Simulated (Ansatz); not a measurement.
# Calculations on C₂H₆NSi

### Relaxation

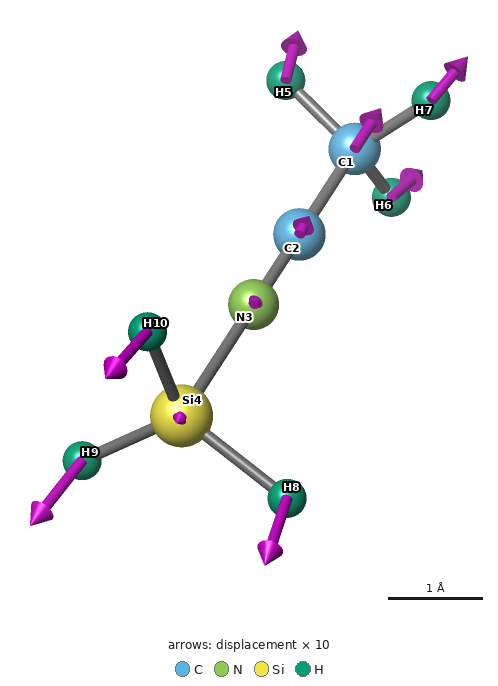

This is a relaxation of C2H6NSi (charge +1). The starting structure is drawn; purple arrows show the displacements, 10 times their true length. The two geometries are superimposed by the best rigid fit.

The picture is a ball-and-stick view, seen from a free direction.

The run prepares an end point of a later path (hydrogen shift) calculation, from a guessed geometry.

These are results of UKS PBE-D4/def2-SVP (Ansatz), not measurements. (collinear spin; force threshold 0.02 eV/Å; at most 50 steps)

**Describe the change and its energy.**

The atom that moves furthest after the best rigid fit is H9 (0.10 Å). By element the largest moves are H 0.10 Å, C 0.07 Å, N 0.01 Å, Si 0.01 Å. Some distances before and after: C1–C2 1.399 → 1.436 Å, Si4–H10 1.455 → 1.490 Å, Si4–H8 1.455 → 1.490 Å, N3–Si4 1.819 → 1.845 Å. Bond angles that change, for instance: N3–Si4–H8 99.5° → 102.5°. The energy falls by 12.8 kJ/mol in 4 geometry steps. The largest force component goes from 1.2 to 0.0083 eV/Å. Cost: 20 s on 2 threads of Intel(R) Xeon(R) Platinum 8259CL CPU @ 2.50GHz (Skylake/Cascade Lake), with other jobs on the host, peak memory 0.17 GiB.

### Relaxation

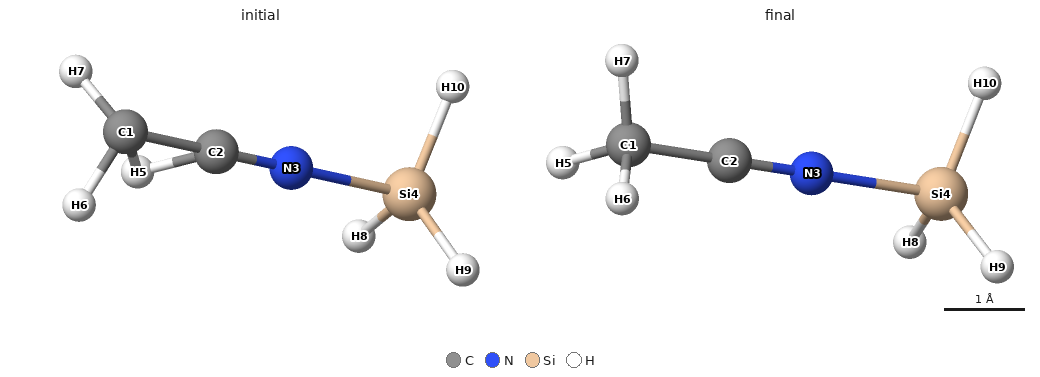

The structure of C2H6NSi (charge +1) before (left) and after (right) a relaxation, at one scale.

Style: ball-and-stick. Shown at a tilt.

The run prepares an end point of a later path (hydrogen shift) calculation, from a guessed geometry.

Method: Ansatz, UKS PBE-D4/def2-SVP. Set-up: collinear spin; force threshold 0.02 eV/Å; at most 50 steps.

Q: What changed between the two?

A: The energy falls by 360.1 kJ/mol in 9 geometry steps. Largest force component: 3.8 eV/Å at the start, 0.011 eV/Å at the end. The atom that moves furthest after the best rigid fit is H5 (1.20 Å). Largest moves by element: H 1.20 Å, C 0.48 Å, N 0.18 Å, Si 0.15 Å. Some distances before and after: C2–H5 1.090 → 2.091 Å, C1–H5 1.275 → 1.111 Å, C1–C2 1.399 → 1.436 Å, Si4–H8 1.455 → 1.490 Å. Bonds break, among them: C2–H5 (1.09 → 2.09 Å). Bond angles that change, for instance: C2–C1–H5 47.8° → 109.7°, H5–C1–H6 80.2° → 109.3°, H5–C1–H7 86.3° → 109.4°.

### Path

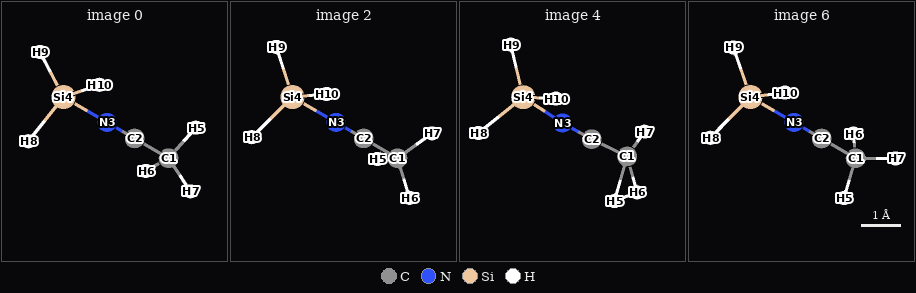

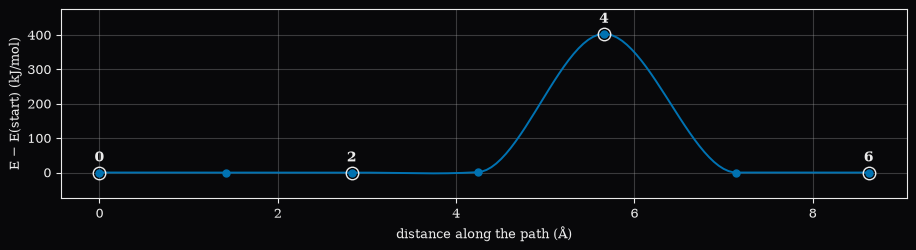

A search for the minimum-energy path of C₂H₆NSi (charge +1) by the nudged elastic band. Images are numbered from 0 (start) to 6 (end). A ball-and-stick model, seen from a free direction.

Method: UKS PBE-D4/def2-SVP in Ansatz. Set-up: 5 movable images; climbing image; force threshold 0.03 eV/Å; iteration limit 56; starting path through a guess of the saddle point.

Q: Describe the mechanism and the energy profile.

A: No bond forms or breaks between the ends. Bond angles that change up to the highest image, for instance: H5–C1–H6 109.3° → 46.4°, C2–C1–H6 109.6° → 141.8°. The two ends have the same energy, and the highest point, image 4, lies 403.2 kJ/mol above the start. The band is converged. At the top, the vibrational analysis gives one imaginary mode (1883i cm⁻¹), as a transition state must have.

Cost: 6.5 min on 2 threads of Intel(R) Xeon(R) Platinum 8259CL CPU @ 2.50GHz (Skylake/Cascade Lake), with other jobs on the host, peak memory 0.17 GiB.
